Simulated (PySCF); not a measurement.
C$_{6}$H$_{8}$BFSi (SMILES FB[SiH2]c1ccccc1)

```xyz
17

F     3.4697    1.6844    0.9173
B     3.0430    0.4721    0.6310
Si    1.8893    0.1745   -0.9478
C     0.0900   -0.0283   -0.3746
C    -0.4440   -1.2873   -0.1176
C    -1.7469   -1.4368    0.3223
C    -2.5431   -0.3214    0.5213
C    -2.0283    0.9401    0.2743
C    -0.7255    1.0808   -0.1689
H     3.3964   -0.3494    1.4019
H     1.8870    1.2680   -1.9343
H     2.2197   -1.0487   -1.7012
H     0.1708   -2.1627   -0.2725
H    -2.1438   -2.4244    0.5106
H    -3.5610   -0.4341    0.8653
H    -2.6445    1.8149    0.4267
H    -0.3358    2.0704   -0.3638
```

Geometry: GFN2-xTB.

Method: PBE0/pcSseg-1, SCF density, gas phase, non-relativistic in PySCF 2.14.0.

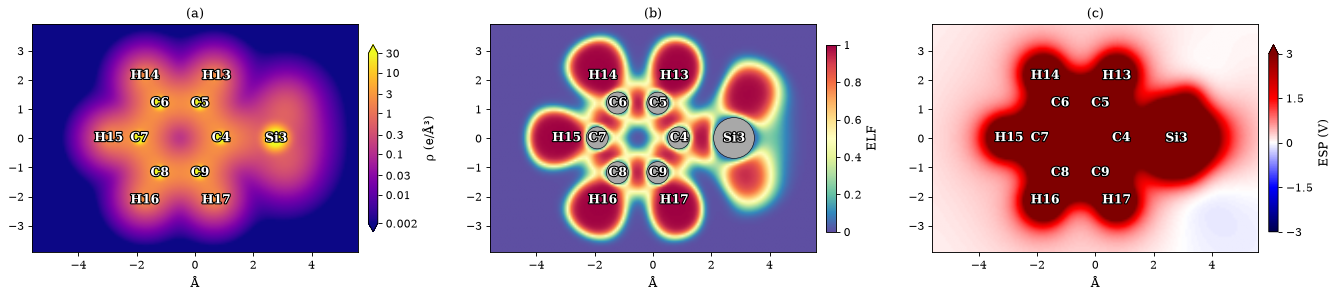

Figure 1. (a) total electron density; (b) electron localisation function; (c) molecular electrostatic potential on the plane of atoms C8, C9 and H17. Grey discs cover the atomic cores in the ELF map.

> Read the bonding off the picture.

- Atoms in the plane: Si, C and H.
- C–C (1.38 Å): ρ at the midpoint is about 2.1 e/Å³; the ELF peaks at about 0.95 between the atoms (a covalent bond).
- C–Si (1.90 Å): ρ at the midpoint is about 0.91 e/Å³; the ELF peaks at about 0.95 between the atoms, as expected for localised, covalent bonding.
- C–H (1.08 Å): ρ is about 2 e/Å³ halfway; the ELF climbs to about 1 towards the hydrogen, as it does in any bond to H; a covalent bond by its length.
- The potential has no marked negative region in this plane.

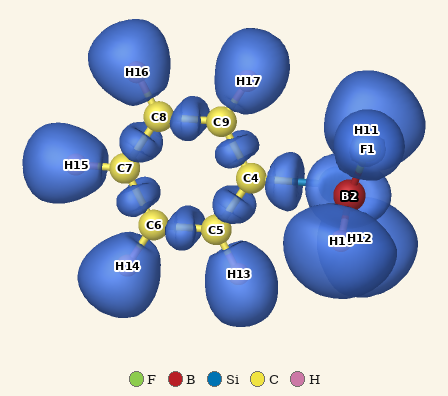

Figure 2. Isosurface of the electron localisation function at 0.75 (blue), seen at a tilt. Core shells and regions of very low density are left out.

> What do the ELF domains correspond to?

The ELF exceeds this value in one region between bonded B–Si atoms (shared pairs), six regions between bonded C–C atoms (shared pairs), one region between bonded C–Si atoms (shared pairs), eight regions around hydrogen nuclei and one region on F in which the atom's valence shell and bonds are merged. Along the contacts the grid gives the following. B–F (1.32 Å): the ELF peaks at about 0.85 between the atoms, as expected for a polar covalent bond.

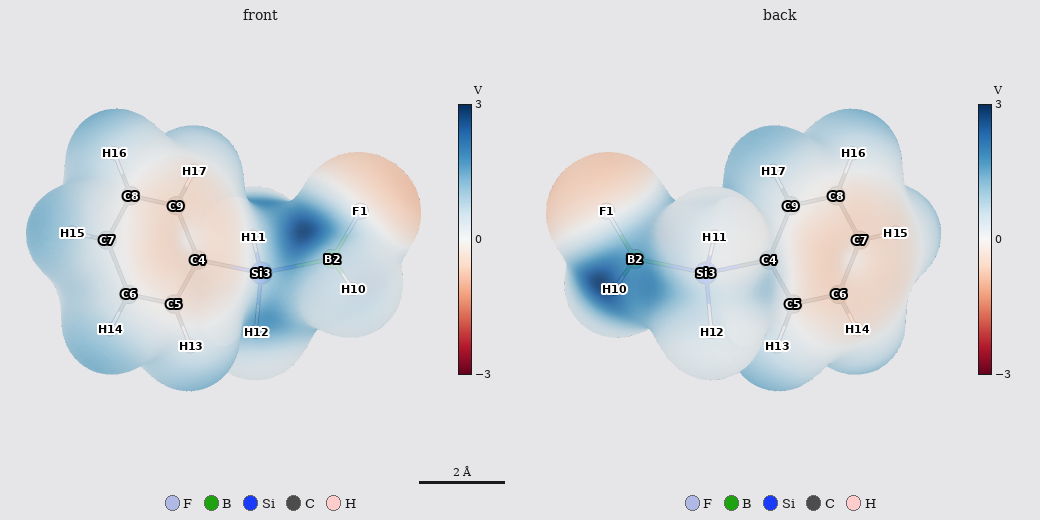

Figure 3. The molecular electrostatic potential painted on the density surface at 0.004 e/bohr³, seen from the front and from behind; the colour scale runs from red (negative) to blue (positive).

> Describe the electrostatic potential map.

The most negative region (about −0.7 V, or −16 kcal/mol for a unit charge) lies over F1, the most positive (about +2.6 V, or +60 kcal/mol for a unit charge) over B2.
